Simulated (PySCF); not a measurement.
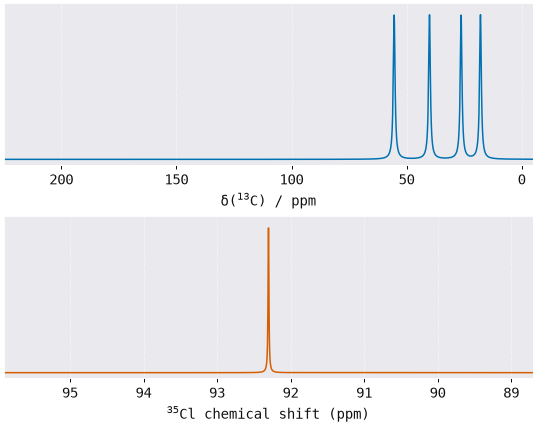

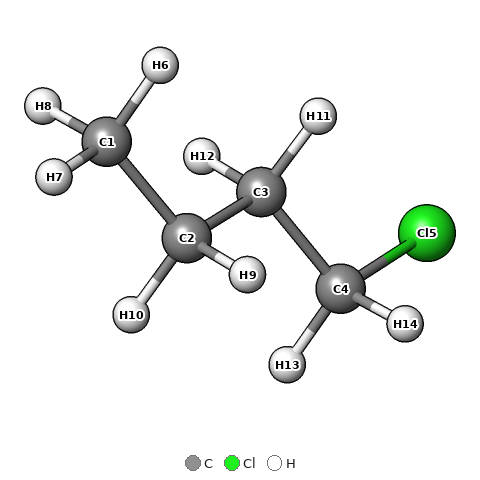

Spectrum and numbered structure of C₄H₉Cl, SMILES CCCCCl. GIAO shifts, WP04/pcSseg-1 (IEF-PCM chloroform) with PySCF, at a PBE0-D3(BJ)/def2-SVP geometry (no frequency check), against TMS for ¹³C and HCl for ³⁵Cl computed at the same level (Cl: the usual scale starts at aqueous chloride instead). fully decoupled, line heights follow the number of nuclei, widths are arbitrary (no quadrupolar broadening); values of one conformer, averaged over methyl-type rotors and exact or near symmetry; other conformers aren't averaged in.

Which ¹³C nuclei are the least shielded, and which the most?

Answer. Least shielded: C4 at 55.4 ppm. Most shielded: C1 at 17.9 ppm.

Where does the ³⁵Cl line lie?

Answer. At 92.3 ppm (Cl5).
